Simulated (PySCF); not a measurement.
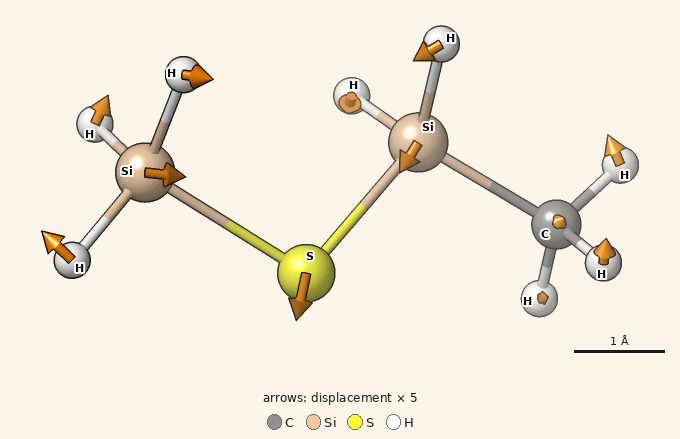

A relaxation of CH8SSi2. The starting structure is drawn; orange arrows show the displacements, 5 times their true length. The two geometries are superimposed by the best rigid fit.

A ball-and-stick model, seen at a tilt.

The start comes from GFN2-xTB. Its atoms were then displaced at random by about 0.01 Å.

The calculation used PySCF, PBE0-D3(BJ)/def2-SVP geometry optimisation, gas phase. 

Question: Describe the change and its energy.

Answer: The largest move after the best rigid fit is that of the S atom, 0.11 Å. Largest moves by element: S 0.11 Å, H 0.10 Å, Si 0.10 Å, C 0.04 Å. Near-neighbour distances that change, for instance: H–Si 1.426 → 1.490 Å, S–Si 2.189 → 2.147 Å, H–Si 1.457 → 1.496 Å, C–H 1.069 → 1.100 Å. Bond angles that change, for instance: Si–S–Si 103.9° → 99.3°, H–Si–H 114.4° → 109.8°, S–Si–H 107.1° → 111.1°. The energy falls by 17.4 kJ/mol in 4 geometry steps. Cost: 22 s on 1 thread of Arm Neoverse V1, with other jobs on the host.
